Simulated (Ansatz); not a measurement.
```yaml
atoms:
  - { symbol: O, position_ang: [-1.1738, 0.8227, -1.4656] }
  - { symbol: B, position_ang: [-0.4735, 0.1675, -0.5378] }
  - { symbol: C, position_ang: [0.5187, -0.9379, -0.2211] }
  - { symbol: C, position_ang: [0.1218, 0.1036, 0.8681] }
  - { symbol: Cl, position_ang: [1.3209, 1.2894, 1.3865] }
  - { symbol: H, position_ang: [-1.5818, 1.6300, -1.1368] }
  - { symbol: H, position_ang: [0.2472, -1.9629, 0.0116] }
  - { symbol: H, position_ang: [1.5189, -0.8513, -0.6407] }
  - { symbol: H, position_ang: [-0.4101, -0.3075, 1.7187] }
```

Geometry: PBE0-D4/def2-TZVP.

Theory: Ansatz 0.2.0, RKS PBE0-D4/def2-TZVPP.

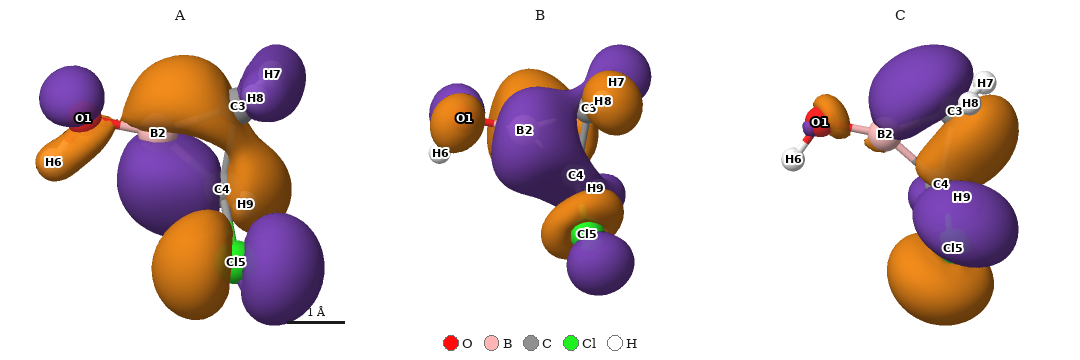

C2H4BClO (SMILES OB1CC1Cl). Three frontier orbitals at ±0.1 Å⁻³ᐟ² (orange and purple are the two phases), in no order.

**Order the three orbitals by energy and name them.**

C is the HOMO−1 (−7.91 eV). By Hirshfeld shares it lies mainly on Cl5 (about 45 %), C3 (about 25 %), C4 (about 10 %) and B2 (about 10 %). A is the HOMO (−7.10 eV). It lies mainly on Cl5 (about 30 %), C4 (about 25 %), B2 (about 20 %), C3 (about 10 %) and O1 (about 5 %). B is the LUMO (−0.74 eV). It lies mainly on B2 (about 35 %), Cl5 (about 15 %), C4 (about 15 %), O1 (about 10 %) and C3 (about 10 %).

**What is the HOMO–LUMO gap?**

6.36 eV between the orbital energies.
